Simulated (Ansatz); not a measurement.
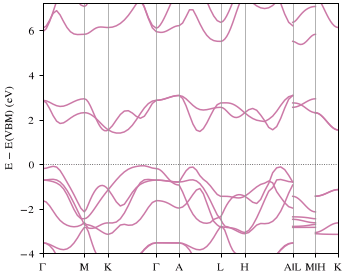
Figure. Band structure from DFT-r²SCAN in the program Ansatz with PAW potentials

The gap is 1.23 eV; an edge lies off the plotted path or next to a special point (maximum off the standard path, minimum off the standard path).

The material is PtS2 (CdI2 type, P-3m1).

The r²SCAN relaxation kept the symmetry of its start. The run is not spin-polarised. A crystal of weakly bound layers computed without a dispersion correction: the cell and the soft elastic constants depend strongly on that. Scalar-relativistic: spin–orbit coupling is off unless named, which matters more the heavier the elements.

Potentials: the earlier of the program's two PAW sets.
